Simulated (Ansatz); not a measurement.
```xyz
7

F    -0.192    0.909    0.223
B     0.032   -0.223   -0.901
F     1.368   -0.588   -0.782
F    -0.873   -1.228   -0.585
F    -0.268    0.475   -2.070
Cl    0.023    0.134    2.822
H    -0.090    0.522    1.293
```

Where will the first 5 clear peaks of this molecule's radial distribution curve from gas electron diffraction lie, and which pairs make them?

Peak 1, 1.40 Å: F–B 1.39 Å (×3), Cl–H 1.58 Å, F···B 1.61 Å, not resolved
Peak 2, 2.35 Å: F···F 2.33–2.38 Å (×6), not resolved
Peak 3, 2.71 Å: F···H 2.69–2.77 Å (×2), Cl···F 2.72 Å, not resolved
Peak 4, 3.81 Å: Cl···B 3.74 Å, Cl···F 3.78–3.91 Å (×2), not resolved
Peak 5, 4.91 Å: Cl···F 4.91 Å

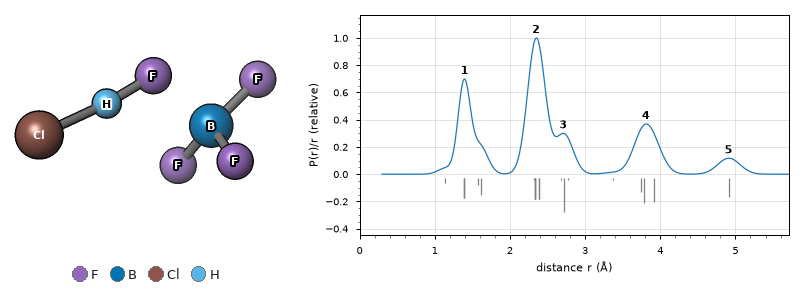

Simulated gas electron diffraction: radial distribution curve of BClF4H (charge -1, ignored in the scattering factors). Each pair of atoms contributes with weight ZᵢZⱼ/r (bars below the curve); damping constant 0.002 Å²; vibrational amplitudes assumed, not computed: 0.05 Å for bonds, 0.078 Å for bonds to H, 0.06 + 0.015 r up to 0.15 Å for other pairs. The geometry is the end point of an optimisation (UKS PBE-D4/STO-3G (Ansatz)); it may be a saddle point or a higher isomer.
